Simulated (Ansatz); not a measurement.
# Calculations on BClF3

Part 1: Relaxation

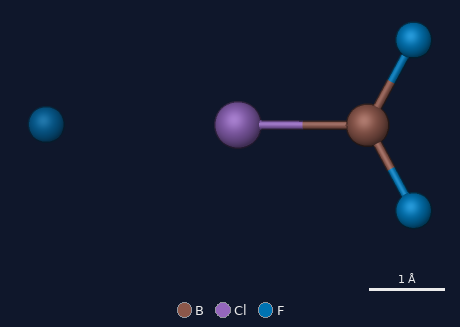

Starting structure of BClF₃ (multiplicity 2). Style: ball-and-stick. Shown at a tilt.

The run prepares an end point of a later path (reaction) calculation, from a guessed geometry.

Computed with UKS PBE/def2-SVP in Ansatz 0.2.0.

Input
```yaml
crystal:
  periodic: [false, false, false]
  atoms:
    - { symbol: B, position_ang: [0.0, -0.000433, -0.068657] }
    - { symbol: Cl, position_ang: [0.0, -0.000108, 1.752884] }
    - { symbol: F, position_ang: [1.146064, 0.000218, -0.715735] }
    - { symbol: F, position_ang: [-1.146064, 0.000218, -0.715735] }
    - { symbol: F, position_ang: [0.0, 0.000106, 4.447244] }
magnetization:
  spin_polarized: true
  initial_magnetization: 1
basis:
  gaussian: { orbitals: def2-SVP }
hamiltonian:
  xc: pbe
relax:
  f_tol: 0.03
  max_steps: 50
```

Launched with:
```bash
ansatz run input.yaml --threads 2 --pin off --max-ram 3072MiB --backend cpu --events-out ev --progress --plain --runs-dir out
```

What does the optimiser find from here?

After 27 accepted moves (29 points after the start) the energy has fallen by 51.9 kcal/mol. The largest force component goes from 1.2 to 0.018 eV/Å. The line search rejected the trial steps at points 2, 24 of the run. The atom that moves furthest after the best rigid fit is F5 (2.70 Å). Largest moves by element: F 2.70 Å, Cl 1.96 Å, B 0.81 Å. Near-neighbour distances that change, for instance: B1–F5 4.516 → 1.336 Å, B1–Cl2 1.822 → 2.860 Å, B1–F3 1.316 → 1.323 Å. New bonds form, among them: B1–F5 (4.52 → 1.34 Å). Bonds break, among them: B1–Cl2 (1.82 → 2.86 Å). The run took 87 s on 2 threads of Arm Neoverse V1 (shared host), peak memory 0.16 GiB.

Step by step:

```tsv
step	E − E(0), kcal/mol	largest force component, eV/Å	note
0	0.00	1.1536	
1	-0.82	0.7470	
2	0.69	1.3318	rejected
3	-1.32	0.2342	
4	-1.64	0.0998	
5	-1.65	0.0847	
6	-1.65	0.0450	
7	-1.67	0.0600	
8	-2.66	0.2359	
9	-3.91	0.3814	
10	-5.84	0.2323	
11	-7.21	0.4062	
12	-7.93	0.8366	
13	-9.29	0.7117	
14	-11.18	0.5637	
15	-12.88	0.2911	
16	-14.97	0.4333	
17	-18.10	0.6546	
18	-23.70	1.0666	
19	-34.67	1.5386	
20	-44.70	1.9096	
21	-47.05	1.1626	
22	-49.84	0.3229	
23	-50.14	0.2824	
24	-50.10	1.6280	rejected
25	-50.99	0.2524	
26	-51.50	0.1939	
27	-51.86	0.2688	
28	-51.91	0.1040	
29	-51.94	0.0178
```

The structure at the end:

```xyz
5

B     0.0000    0.4443    0.6109
Cl    0.0000   -1.8904    2.2631
F     1.1482    0.2990   -0.0291
F    -1.1482    0.2990   -0.0291
F     0.0000    0.8481    1.8842
```

After the run, drawn alike:

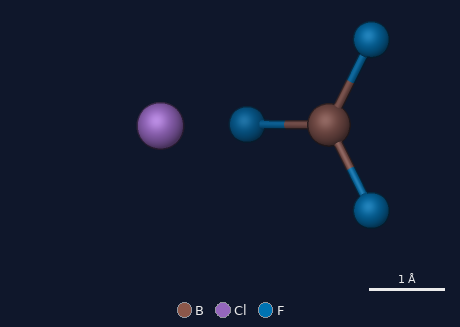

Limits of the set-up: the start holds two separate molecules, 2.7 Å apart at their closest, whose relative position is a soft coordinate and is computed without a dispersion correction.

Part 2: Relaxation

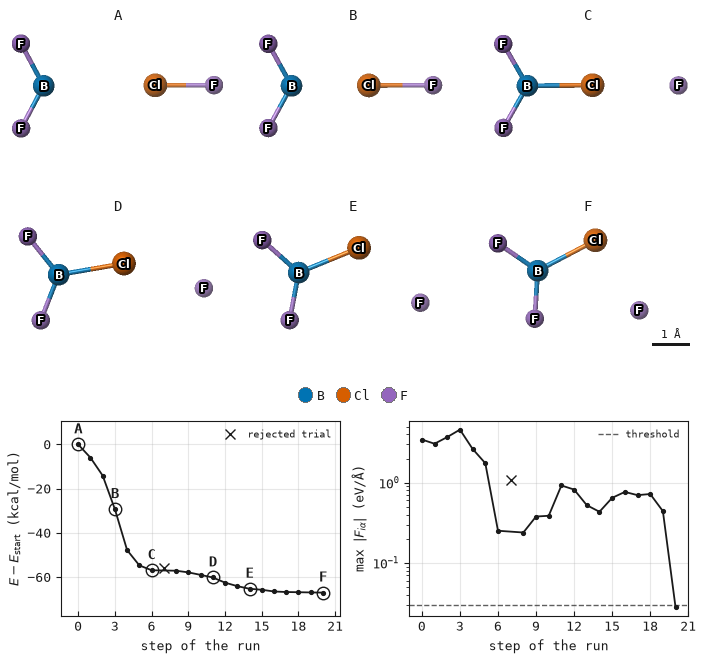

Frames of a relaxation of BClF3 (multiplicity 2), marked on the history of the run. Style: ball-and-stick. Shown face on.

The run prepares an end point of a later path (reaction) calculation, from a guessed geometry.

These are results of UKS PBE/def2-SVP (Ansatz 0.2.0), not measurements. Settings: collinear spin; force threshold 0.03 eV/Å; at most 50 steps.

**Describe the path.**

The energy falls by 67.0 kcal/mol in 19 accepted moves (20 points after the start). Largest force component: 3.4 eV/Å at the start, 0.028 eV/Å at the end. The line search rejected the trial step at point 7 of the run. The largest move after the best rigid fit is that of an F atom, 1.53 Å. Largest moves by element: F 1.53 Å, Cl 1.28 Å, B 0.68 Å. Some distances before and after: B–Cl 3.047 → 1.777 Å, Cl–F 1.600 → 2.253 Å, B–F 1.310 → 1.319 Å. New bonds form, among them: B–Cl (3.05 → 1.78 Å). Bonds break, among them: Cl–F (1.60 → 2.25 Å). Bond angles that change, for instance: F–B–F 123.8° → 121.1°. From step 0 to 3: the Cl atom moves most (0.59 Å), energy −29.3 kcal/mol. From step 3 to 6: the Cl atom moves most (0.31 Å), energy −27.6 kcal/mol. From step 6 to 11: the Cl atom moves most (0.40 Å), energy −3.28 kcal/mol. From step 11 to 14: an F atom moves most (0.59 Å), energy −5.10 kcal/mol. From step 14 to 20: an F atom moves most (0.45 Å), energy −1.74 kcal/mol.

| step | E − E(0), kcal/mol | largest force component, eV/Å | note |
| --- | --- | --- | --- |
| 0 | 0.00 | 3.4476 |  |
| 1 | -5.95 | 3.0556 |  |
| 2 | -14.06 | 3.7007 |  |
| 3 | -29.26 | 4.5810 |  |
| 4 | -47.79 | 2.6327 |  |
| 5 | -54.68 | 1.7466 |  |
| 6 | -56.88 | 0.2514 |  |
| 7 | -55.66 | 1.0659 | rejected |
| 8 | -57.09 | 0.2388 |  |
| 9 | -57.84 | 0.3779 |  |
| 10 | -58.97 | 0.3863 |  |
| 11 | -60.15 | 0.9215 |  |
| 12 | -62.49 | 0.8201 |  |
| 13 | -64.06 | 0.5237 |  |
| 14 | -65.25 | 0.4332 |  |
| 15 | -65.70 | 0.6462 |  |
| 16 | -66.48 | 0.7661 |  |
| 17 | -66.72 | 0.6983 |  |
| 18 | -66.81 | 0.7215 |  |
| 19 | -66.91 | 0.4416 |  |
| 20 | -66.99 | 0.0278 |  |

Limits of the set-up: the start holds two separate molecules, 3.0 Å apart at their closest, whose relative position is a soft coordinate and is computed without a dispersion correction.

Part 3: Path

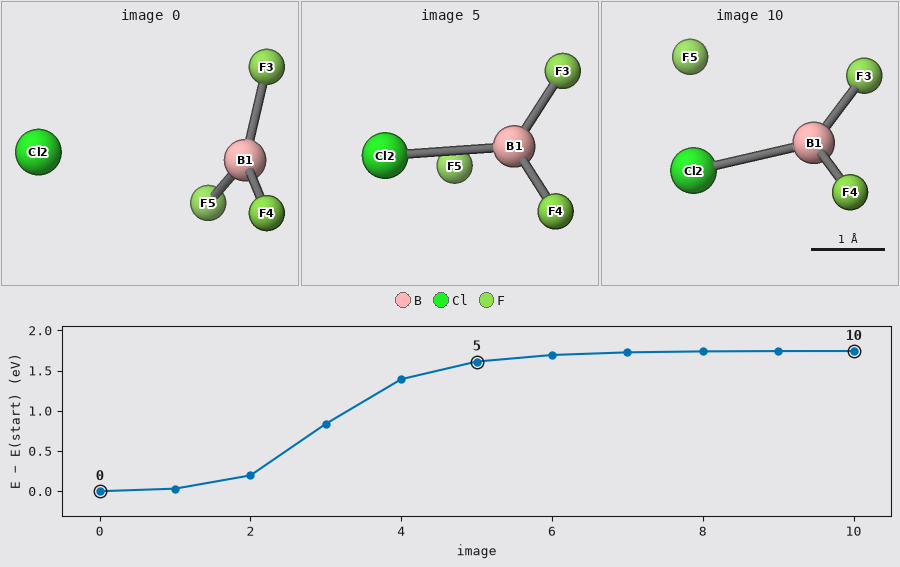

A search for the minimum-energy path of BClF3 (multiplicity 2), made up at the start of BF3 and Cl by the nudged elastic band. Images are numbered from 0 (start) to 10 (end). Style: ball-and-stick. Shown at a tilt.

The calculation used UKS PBE/def2-SVP in Ansatz. Run with 9 movable images; climbing image; force threshold 0.05 eV/Å; iteration limit 60; starting path through a guess of the saddle point.

**Read off the barrier and say what moves.**

No barrier shows: the energy is highest at the end, and the end lies 1.74 eV above the start. Breaking: B1–F5 (1.34 → 2.98 Å). Forming: B1–Cl2 (2.86 → 1.78 Å). The band converged in 45 iterations. The largest component of the band force went from 23 to 0.047 eV/Å.

Limits of the set-up: the start holds two separate molecules, 2.8 Å apart at their closest, whose relative position is a soft coordinate and is computed without a dispersion correction.

The run took 10 min on 2 threads of Arm Neoverse V1 (shared host), peak memory 0.17 GiB.
